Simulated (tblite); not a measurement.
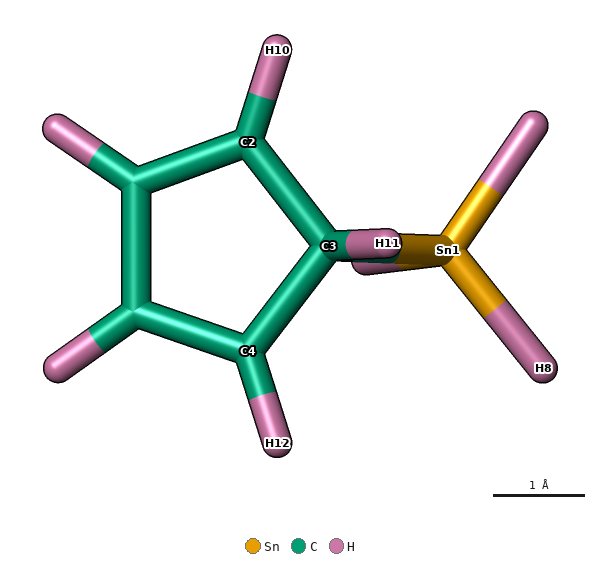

Figure 1. The structure as given in the input (stick view, seen at a tilt; atoms are numbered from 1 in the order of the input). Sticks mark near contacts. Bond lengths as drawn: C–C 1.35 to 1.47 Å, C–H 1.07 to 1.09 Å, C–Sn 2.20 Å and H–Sn 1.66 to 1.68 Å.

**C5H8Sn: relaxed scan**

C5H8Sn, computed with GFN2-xTB relaxed scan under a harmonic restraint, gas phase (tblite 0.8.0).

**Input file**
```
{"job": {"xc": "GFN2-xTB", "basis": "xTB", "coordinate": [["d", [0, 1], 1], ["d", [0, 3], -1]], "kind": "drive"}, "charge": 0, "multiplicity": 1}
Sn     1.955508     0.428916    -0.414790
C     -0.978208     0.889199    -0.352326
C      0.038343     0.535262     0.652590
C     -0.305193    -0.845755     1.030164
C     -1.330747    -1.265046     0.265026
C     -1.749058    -0.189477    -0.589404
H      2.365683     1.919621    -1.058019
H      3.211465    -0.026993     0.596301
H      1.864094    -0.680130    -1.649974
H     -1.060130     1.866890    -0.791687
H      0.171607     1.240127     1.468486
H      0.202310    -1.397060     1.800114
H     -1.791874    -2.237107     0.290024
H     -2.568612    -0.252832    -1.283100
```

The first line tells a small driver script what to run in tblite; the rest is the geometry in Å.

Launched with:
```bash
OMP_NUM_THREADS=1 python <driver script> task.json out
```

**The program's output**
```
point  coordinate     E/eV
  0     -0.147     -457.35280
  1     -0.294     -457.31223
  2     -0.440     -457.24270
  3     -0.586     -457.14312
  4     -0.736     -457.01506
  5     -0.971     -457.06682
  6     -1.121     -457.15723
  7     -1.270     -457.22704
```

**Summary**

| quantity | value |
| --- | --- |
| outcome | converged |
| hardware | 1 CPU thread, shared host |
| wall time | 1.3 s |
| peak memory | 0.19 GiB |
